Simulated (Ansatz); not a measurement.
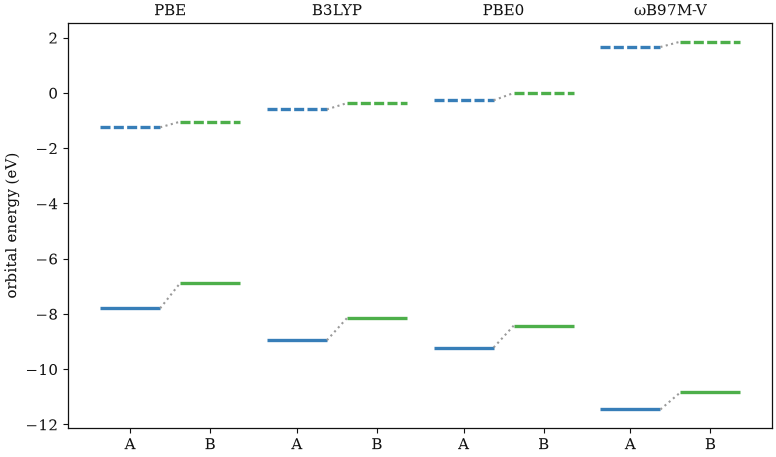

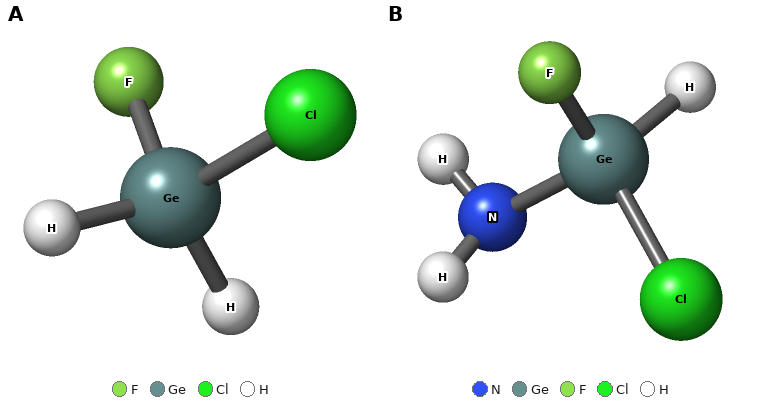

One change: A, GeH₂ClF (SMILES [F][GeH2][Cl]), becomes B, GeNH₃ClF (SMILES [NH2][Ge@@H]([F])[Cl]). H on Ge is replaced by NH₂. HOMO (solid) and LUMO (dashed) computed in def2-TZVPP at PBE0-D4/def2-TZVP geometries, both minima by their frequencies, gas phase, the Ansatz code. Empty levels above zero depend strongly on the basis.

What does the change do to HOMO and LUMO?

Answer. PBE: the HOMO rises by 0.91 eV, the LUMO rises by 0.20 eV, and the separation goes from 6.55 to 5.84 eV. B3LYP: the HOMO rises by 0.80 eV, the LUMO rises by 0.23 eV, and the separation goes from 8.36 to 7.78 eV. PBE0: the HOMO rises by 0.79 eV, the LUMO rises by 0.26 eV, and the separation goes from 8.95 to 8.42 eV. ωB97M-V: the HOMO rises by 0.62 eV, the LUMO rises by 0.19 eV, and the separation goes from 13.12 to 12.69 eV.

Do the functionals agree on the effect?

Answer. They agree on the direction for both levels; the HOMO shift lies between 0.62 and 0.91 eV and the LUMO shift between 0.19 and 0.26 eV, while the separations themselves differ by up to 6.9 eV between functionals.
